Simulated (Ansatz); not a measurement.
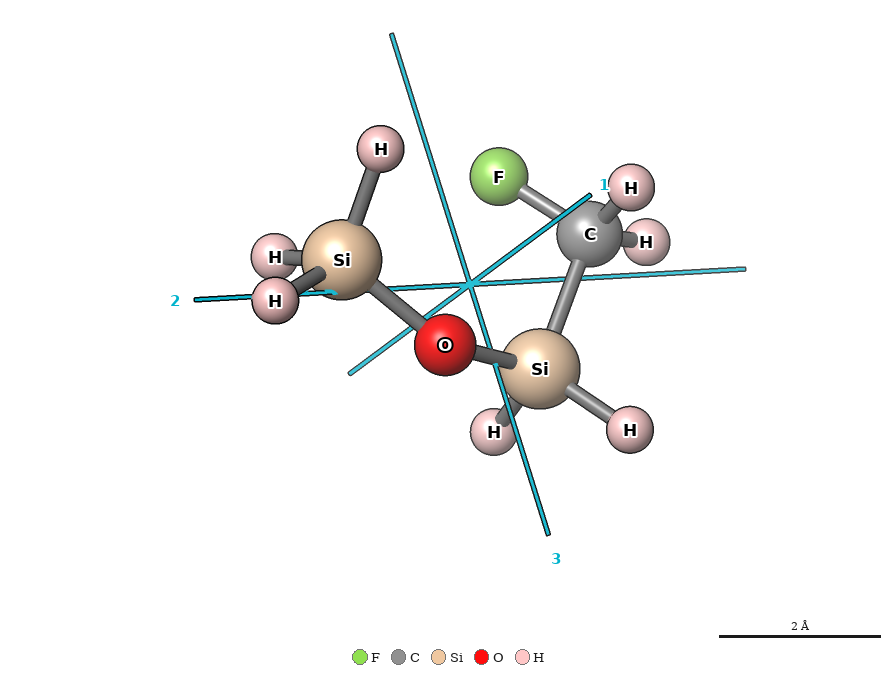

The three principal axes of inertia are drawn and numbered. Atoms fade into the background with distance from the viewer. Computed geometry: PBE-D4/def2-SVP optimisation. No frequency run is at hand to confirm it as a minimum. Masses are those of the most abundant isotopes; constants are for the rigid equilibrium geometry.

### Which line is the a axis (least moment of inertia), which b and which c?

a is line 2, b is line 3, c is line 1; the moments are 122, 236, 333 u Å².

### Classify the rotor and give the rotational constants (MHz).

An asymmetric top (C1): A = 4140, B = 2142, C = 1517 MHz. Ray's parameter κ is −0.52, nearer the prolate limit.
